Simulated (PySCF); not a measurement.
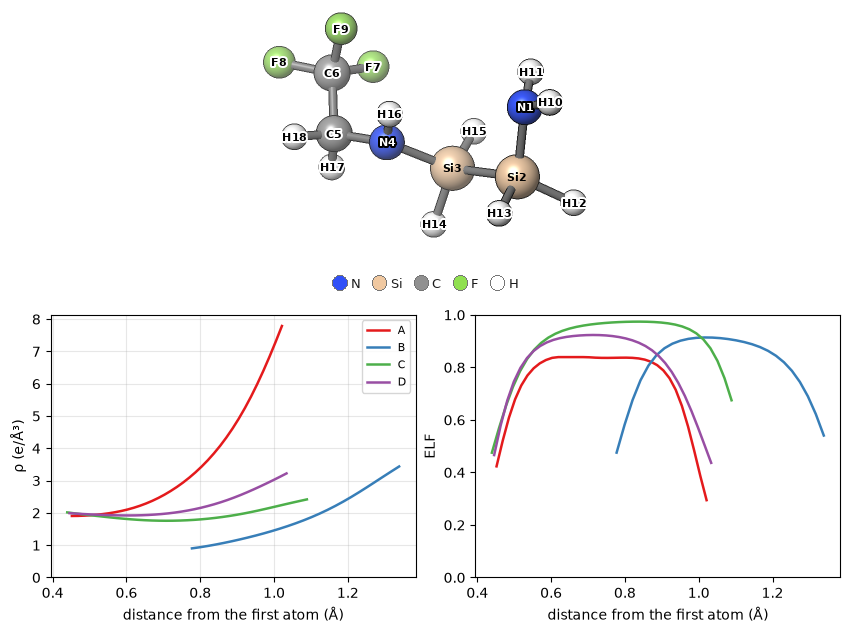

Figure. C₂H₉F₃N₂Si₂ (SMILES N[SiH2][SiH2]NCC(F)(F)F). Electron density and electron localisation function along straight lines between neighbouring atoms. The curves leave out the atomic cores. The structure is drawn too.

Geometry: GFN2-xTB.

All numbers below come from PySCF, PBE0/pcSseg-1, SCF density, gas phase, non-relativistic.

```xyz
18

N    -2.6950    1.1128   -0.8405
Si   -2.6261   -0.4674   -0.1454
Si   -0.5547   -0.7053    0.8131
N     0.5832   -0.4914   -0.4762
C     1.9923   -0.6261   -0.3044
C     2.6531    0.6656    0.1763
F     2.2908    1.0058    1.4202
F     3.9935    0.5792    0.1785
F     2.3392    1.7092   -0.6090
H    -3.5145    1.3852   -1.3603
H    -2.3628    1.9006   -0.3071
H    -3.6687   -0.7275    0.8674
H    -2.9552   -1.3342   -1.2816
H    -0.2257   -2.0541    1.2980
H    -0.2930    0.1872    1.9588
H     0.3506    0.1604   -1.2103
H     2.1938   -1.3917    0.4472
H     2.4901   -0.9019   -1.2429
```

### Which curve belongs to which contact (C–C, C–F, C–N and Si–N)? The first atom named is at distance zero.

Curve A: C–F (1.34 Å): ρ at the midpoint is about 2.4 e/Å³; the ELF peaks at about 0.85 between the atoms: a polar covalent bond. Curve B: Si–N (1.73 Å): ρ is about 1.1 e/Å³ halfway; the ELF peaks at about 0.90 between the atoms, as expected for a shared but strongly polarised pair. Curve C: C–C (1.53 Å): the density is about 1.8 e/Å³ at the midpoint; the ELF peaks at about 1 between the atoms; a shared electron pair. Curve D: C–N (1.43 Å): ρ at the midpoint is about 2 e/Å³; the ELF peaks at about 0.90 between the atoms (a covalent bond).
